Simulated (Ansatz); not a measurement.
# C3H10BNSi: what the fields show

| atom | x (Å) | y (Å) | z (Å) |
| --- | --- | --- | --- |
| B | -0.6735 | -1.8916 | 1.0228 |
| N | 0.0517 | -0.8371 | 0.4380 |
| C | 1.0225 | -1.1196 | -0.5357 |
| C | 1.7998 | -0.2413 | -1.1614 |
| Si | -0.2926 | 0.8433 | 0.8850 |
| C | -1.1670 | 1.7407 | -0.4931 |
| H | -1.5035 | -1.6469 | 1.8468 |
| H | -0.4441 | -3.0152 | 0.6765 |
| H | 1.1060 | -2.1785 | -0.7626 |
| H | 2.5153 | -0.5888 | -1.8940 |
| H | 1.7696 | 0.8243 | -0.9676 |
| H | 0.9920 | 1.5164 | 1.2136 |
| H | -1.1379 | 0.7832 | 2.0987 |
| H | -2.1356 | 1.2773 | -0.6943 |
| H | -1.3407 | 2.7827 | -0.2118 |
| H | -0.5853 | 1.7288 | -1.4165 |

Geometry: PBE0-D4/def2-TZVP.

The calculation used RKS PBE0-D4/def2-TZVPP in Ansatz.

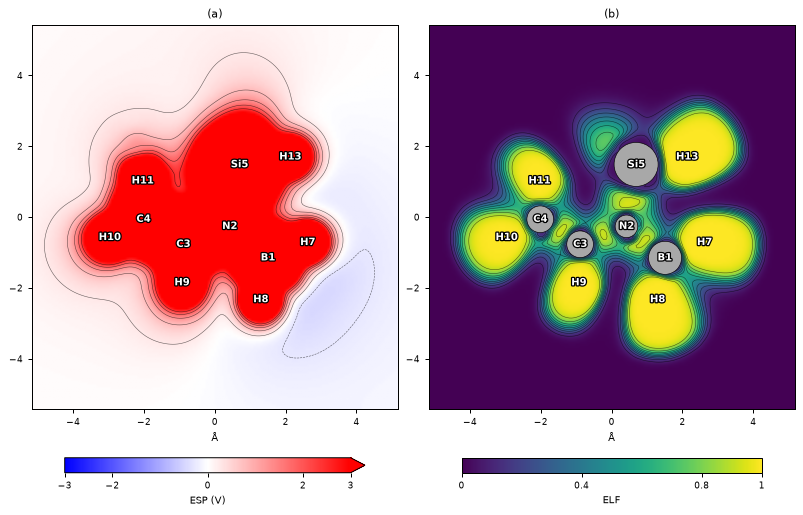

Figure 1. (a) molecular electrostatic potential; (b) electron localisation function on the plane of atoms C3, C4 and H11. Grey discs cover the atomic cores in the ELF map.

Interpret the plot.

- Atoms in the plane: B, N, C, Si and H.
- C–C (1.33 Å): the ELF peaks at about 0.95 between the atoms; a short, multiple covalent bond.
- C–N (1.40 Å): the ELF peaks at about 0.90 between the atoms: localised, covalent bonding.
- B–N (1.41 Å): the ELF peaks at about 0.90 between the atoms, as expected for a short, strongly polar bond.
- Si–N (1.77 Å): the ELF peaks at about 0.95 between the atoms, as expected for a polar covalent bond.
- C–H (1.08 Å): the ELF climbs to about 1 towards the hydrogen, as it does in any bond to H (an ordinary covalent bond to hydrogen).
- Outside the dense part of the molecule the potential is most negative (−0.5 V) near H8.

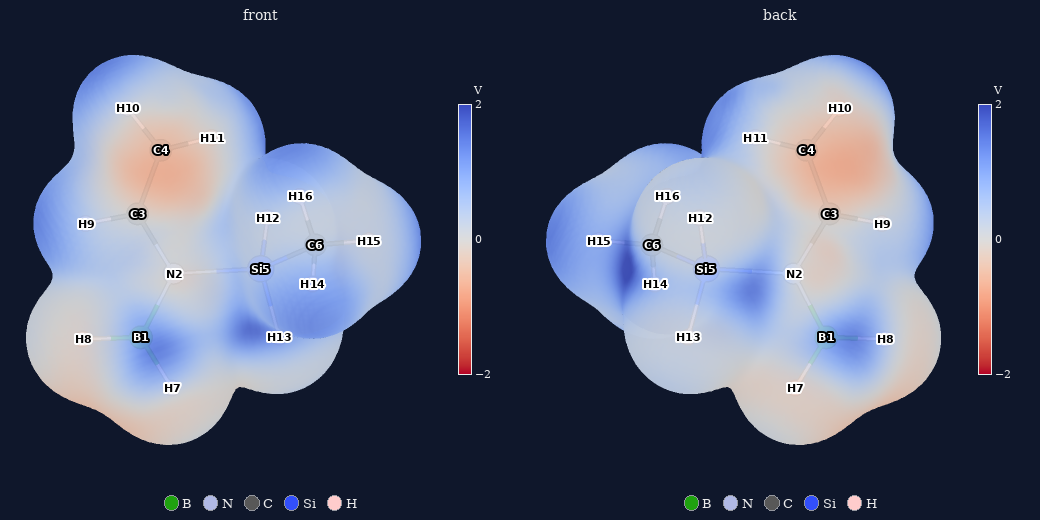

Figure 2. The electrostatic potential painted on the density surface at 0.004 e/bohr³, seen from the front and from behind; the colour scale runs from red (negative) to blue (positive).

Where is the surface potential most negative and most positive?

The most negative region (about −0.7 V) lies over the π face of C3 and C4, the most positive (about +1.8 V) over Si5.

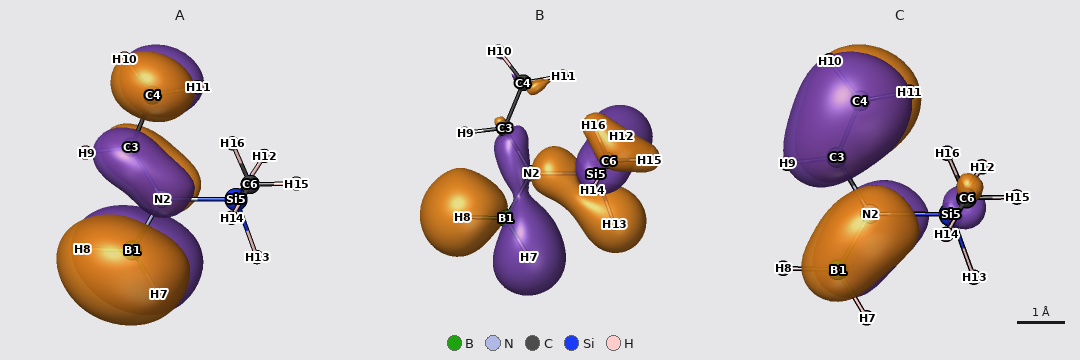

Figure 3. Three frontier orbitals at ±0.08 Å⁻³ᐟ² (orange and purple are the two phases), in no order.

Order the three orbitals by energy and name them.

B is the HOMO−1 (−8.85 eV). By Hirshfeld shares it lies mainly on B1 (about 25 %), H8 (about 20 %), H7 (about 15 %), Si5 (about 10 %), N2 (about 5 %) and H13 (about 5 %). C is the HOMO (−6.95 eV). By Hirshfeld shares it lies mainly on C4 (about 35 %), C3 (about 20 %), N2 (about 20 %) and B1 (about 10 %). A is the LUMO (−0.61 eV). It lies mainly on B1 (about 50 %), C4 (about 10 %), N2 (about 10 %), C3 (about 10 %) and H7 (about 5 %).

What is the HOMO–LUMO gap?

6.34 eV between the orbital energies.
